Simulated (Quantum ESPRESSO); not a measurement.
# Mo (Im-3m): coupling and resistivity with EPW, part 2 of 2

Wanted: λ, Tc and ρ(T) of Mo (Im-3m) from Quantum ESPRESSO and EPW.

Quantum ESPRESSO 7.5; DFT PBEsol, scalar-relativistic, plane waves, PseudoDojo 0.4.1 norm-conserving pseudopotentials.

So far, coupling constant λ: step 8 (coupling and Tc: fine k 20×20×20, q 10×10×10, width 0.15 eV, window 0.61 eV) 0.417; step 12 (coupling and Tc: fine k 32×32×32, q 16×16×16, width 0.1 eV, window 0.41 eV) 0.496. Also resistivity at 300 K (μΩ cm): step 9 (resistivity: fine k 24×24×24, q 12×12×12, adaptive width …) 5.08; step 10 (fine q mesh 8×8×8, fine mesh 8×8×8) 2.79; step 11 (fine q mesh 16×16×16, fine mesh 32×32×32) 3.75.

## Step 13: Resistivity: fine k 40×40×40, q 20×20×20, adaptive width, window 0.32 eV

File bte-3.in:

```
--
 &inputepw
    prefix='x',
    outdir='./tmp',
    dvscf_dir='./save',
    elph=.true.,
    etf_mem=1,
    nbndsub=9,
    bands_skipped='exclude_bands = 1-4',
    use_ws=.true.,
    vme='wannier',
    asr_typ='crystal',
    nk1=8,
    nk2=8,
    nk3=8,
    nq1=4,
    nq2=4,
    nq3=4,
    amass(1)=95.95,
    epwwrite=.false.,
    epwread=.true.,
    wannierize=.false.,
    nkf1=40,
    nkf2=40,
    nkf3=40,
    nqf1=20,
    nqf2=20,
    nqf3=20,
    mp_mesh_k=.true.,
    scattering=.true.,
    iterative_bte=.true.,
    epmatkqread=.false.,
    assume_metal=.true.,
    int_mob=.false.,
    carrier=.false.,
    ngaussw=-99,
    mob_maxiter=200,
    broyden_beta=0.7,
    fsthick=0.32,
    degaussw=0.0,
    nstemp=6,
    temps=150 200 273 300 400 500,
    restart=.false.,
    selecqread=.false.,
 /
```

The run is started by

```console
> OMP_NUM_THREADS=1 mpirun -n 8 epw.x -nk 8 -in bte-3.in > bte-3.out
```

Run time: 21 min. Hardware: 8 MPI ranks of Arm Neoverse N1, shared host.

Numbers from this step:

| Property | Result |
| --- | --- |
| iterations | 24 |
| resistivity at 300 K | 5.066 μΩ cm |

Resistivity, by row:

```tsv
T (K)	rho_xx (μΩ cm)	rho_yy	rho_zz	relaxation-time approximation, mean of the axes (μΩ cm)
150	3.075	3.075	3.075	3.189
200	3.702	3.702	3.702	3.873
273	4.685	4.685	4.685	4.935
300	5.066	5.066	5.066	5.344
400	6.549	6.549	6.549	6.929
500	8.134	8.134	8.134	8.615
```

ρ(300 K) = 5.07 μΩ cm, against 3.75 before (+35 %); the relaxation-time start gave 5.34. The largest adaptive width printed is 0.42 eV, against a window of 0.32 eV outside which no state is counted.

## Step 14: Coupling and Tc: fine k 32×32×32, q 16×16×16, width 0.05 eV, window 0.3 eV

The sum is repeated with other delta width and window to test it.

File a2f-3.in:

```
--
 &inputepw
    prefix='x',
    outdir='./tmp',
    dvscf_dir='./save',
    elph=.true.,
    etf_mem=1,
    nbndsub=9,
    bands_skipped='exclude_bands = 1-4',
    use_ws=.true.,
    vme='wannier',
    asr_typ='crystal',
    nk1=8,
    nk2=8,
    nk3=8,
    nq1=4,
    nq2=4,
    nq3=4,
    amass(1)=95.95,
    epwwrite=.false.,
    epwread=.true.,
    wannierize=.false.,
    nkf1=32,
    nkf2=32,
    nkf3=32,
    nqf1=16,
    nqf2=16,
    nqf3=16,
    mp_mesh_k=.true.,
    ephwrite=.true.,
    eliashberg=.true.,
    liso=.true.,
    limag=.true.,
    tc_linear=.true.,
    tc_linear_solver='lapack',
    fsthick=0.3,
    degaussw=0.05,
    degaussq=0.5,
    nqstep=500,
    muc=0.13,
    wscut=0.3,
    nsiter=500,
    nstemp=7,
    temps=0.5 1.0 2.0 4.0 8.0 16.0 32.0,
 /
```

The run is started by

```console
> OMP_NUM_THREADS=1 mpirun -n 8 epw.x -nk 8 -in a2f-3.in > a2f-3.out
```

Wall time 8.7 min (8 MPI ranks).

This step gave:

```yaml
coupling_constant_lambda: 0.4690
log_mean_phonon_energy_omega_log: 23.85 meV
```

The a2F has structure finer than the step of the table below, so its rows give means over 2 meV, whole bins alone (the curve runs from 0.076 to 37.7 meV). Peaks (meV: height): 22.2: 0.530, 25.9: 0.527, 31.3: 0.406.

A2F against phonon energy; means over each step:

```tsv
phonon energy (meV)	a2F
2	0
4	6.5e-4
6	0.00164
8	0.00521
10	0.00673
12	0.0147
14	0.0255
16	0.0315
18	0.0867
20	0.285
22	0.471
24	0.446
26	0.451
28	0.382
30	0.308
32	0.308
34	0.0395
36	5.5e-5
```

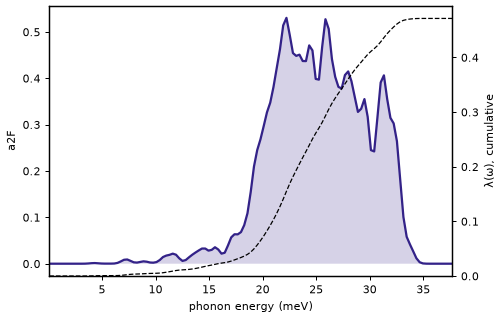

A2F, plotted against phonon energy. The dashed line is the running λ.

λ = 0.469 and ħω_log = 23.8 meV, against 0.496 and 23.7 with fine k 32×32×32, q 16×16×16, width 0.1 eV (-5 % in λ). The eigenvalue passes 1 near 2.6 K.

## Step 15: What came out

```json
{"Wannier functions, band error": "9 functions; 5 meV r.m.s.", "coupling constant λ, fine k 32×32×32, q 16×16×16, width 0.1 eV, window 0.41 eV": "0.496", "ħω_log": "23.7 meV", "Tc at μ* = 0.13, Allen–Dynes": "2.0 K", "resistivity at 300 K, 24×24×24": "5.08 μΩ cm, unsound", "resistivity at 300 K, 32×32×32": "3.75 μΩ cm, unsound", "resistivity at 300 K, 40×40×40": "5.07 μΩ cm, unsound"}
```

What this shows: Step 8: Distinct peaks of the a2F stand at 20.4, 22.5, 24.0, 25.6 and 31.0 meV; the one at 20.4 meV is strongest. Step 14: The coupling constant from the curve is λ = 0.47; modes below 24.3 meV give half. Step 14: The most distinct maxima of the a2F lie at 22.2, 25.9 and 31.3 meV, the highest at 22.2 meV. On the finest meshes run, Mo (Im-3m) has λ = 0.50 and an unconverged phonon-limited resistivity of 5.07 μΩ cm at 300 K. The last refinement of the mesh moved the resistivity by 35 %, so the value is unsound: it shows how far such meshes scatter and no more. On the finest mesh the adaptive width still reaches 0.42 eV against a window of 0.32 eV; the window, which cuts off final states, was not widened. N(E_F) runs from 0.31 to 0.32 states/eV a spin over these sums; λ is quoted for fine k 32×32×32, q 16×16×16, width 0.1 eV, and it is not converged. The Eliashberg Tc is interpolated in log T between temperatures a factor of two apart, and its μ* acts up to a cut-off of 0.3 eV, so it weighs less than the same number in Allen and Dynes's formula. Over the sums on sound settings, λ spans 0.417 to 0.496, and the Allen–Dynes Tc 0.68 to 2.0 K. Between 150 and 500 K the resistivity rises by a factor of 2.65, against 3.33 for a straight line through the origin; phonon scattering should fall faster than that line on cooling, so the temperature dependence is not converged. The rows at 150, 200, 273, 300, 400 and 500 K moved by more than 10 % in the last refinement. Measured: resistivity: 5.52 μΩ cm at 300 K (at 300 K; handbook value for the pure polycrystalline metal; quoted in “CRC Handbook of Chemistry and Physics, 84th edition, Electrical Resistivity of Pure Metals”, 2003, CRC Press, section 12, read from Wikipedia's data page); the unsound value above is not graded against it. Measured: resistivity: 10.6 μΩ cm at 500 K (at 500 K; handbook value for the pure polycrystalline metal; quoted in “CRC Handbook of Chemistry and Physics, 84th edition, Electrical Resistivity of Pure Metals”, 2003, CRC Press, section 12, read from Wikipedia's data page); the unsound value above is not graded against it. The q mesh of ph.x (4×4×4), the k mesh and smearing of the ground state (12×12×12) and EPW's coarse k mesh (8×8×8) were not varied. Only scattering by harmonic phonons counts; impurities, grain boundaries and thermal expansion are left out, and μ* is typed.

Comparison with the measured values:

| quantity | measured | Allen–Dynes | Eliashberg |
| --- | --- | --- | --- |
| superconducting transition temperature (μ* = 0.13) (kelvin) | 0.9 | 1.98 (+119.6 %) | 3.23 (+259.1 %) |

Measured values from arxiv:2005.12835 (2020).

Verdict: For the superconducting transition temperature, of the levels listed nearest comes Allen–Dynes (+119.6 %, a clear miss) and farthest Eliashberg (+259.1 %, a clear miss). Limits of convergence are named above.

[The logs of pw.x and epw.x are selected lines.]

[Logs are printed without paths, hosts, clocks, repeated set-up lines and the standing remarks that a program may print on its own settings, such as how far it seeks lower states.]

[Hosts, paths, dates, database ids (printed as entryN), source tags and the programs' standing remarks are cut or masked in the printed files.]
